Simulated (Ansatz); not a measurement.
ClH3Si

Input

```
crystal:
  periodic: [false, false, false]
  atoms:
    - { symbol: Si, position_ang: [0.0, 0.0, 0.0] }
    - { symbol: H, position_ang: [0.0, 0.0, 1.46] }
    - { symbol: Cl, position_ang: [2.0086, 0.0, -0.7093] }
    - { symbol: H, position_ang: [-0.6877, 1.1914, -0.4862] }
    - { symbol: H, position_ang: [-0.6877, -1.1914, -0.4862] }
basis:
  gaussian: { orbitals: def2-SVP }
hamiltonian:
  xc: r2scan
  dispersion: d4
relax:
  f_tol: 0.02
  max_steps: 40
output:
  orbitals: {}
```

Command:

```sh
ansatz run input.yaml --threads 1 --pin off --max-ram 2048MiB --backend cpu --events-out ev --progress --plain --runs-dir out
```

The fields are those of the run's last geometry, not of the input's.

The calculation used RKS r2SCAN-D4/def2-SVP (Ansatz 0.2.0).

### What can the converged electron density and electron localisation function tell about the bonding?

Si–Cl (2.07 Å): ρ at the midpoint is about 0.83 e/Å³; the ELF peaks at about 0.85 between the atoms; a shared but strongly polarised pair.
Si–H (1.49 Å): ρ at the midpoint is about 0.77 e/Å³; the ELF climbs to about 1 towards the hydrogen, as it does in any bond to H.

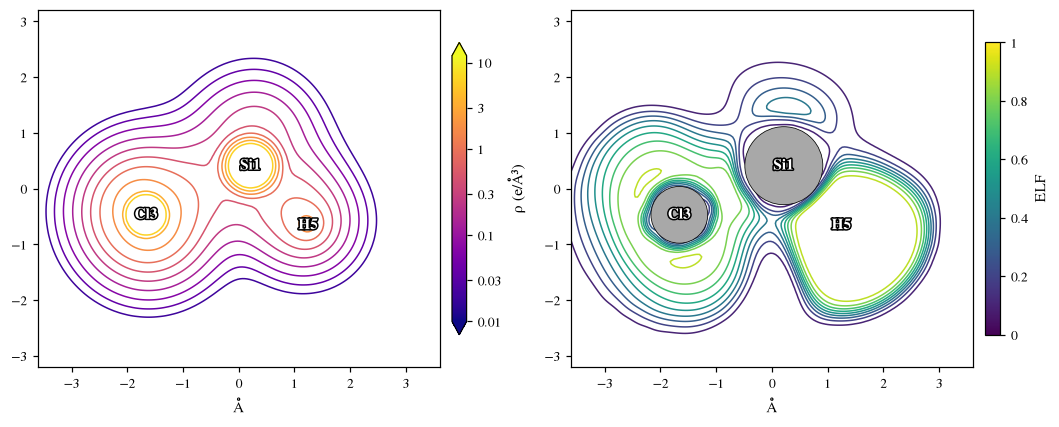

Computed electron density and electron localisation function on the plane of atoms Cl3, Si1 and H5, in this order. Grey discs cover the atomic cores in the ELF map. 
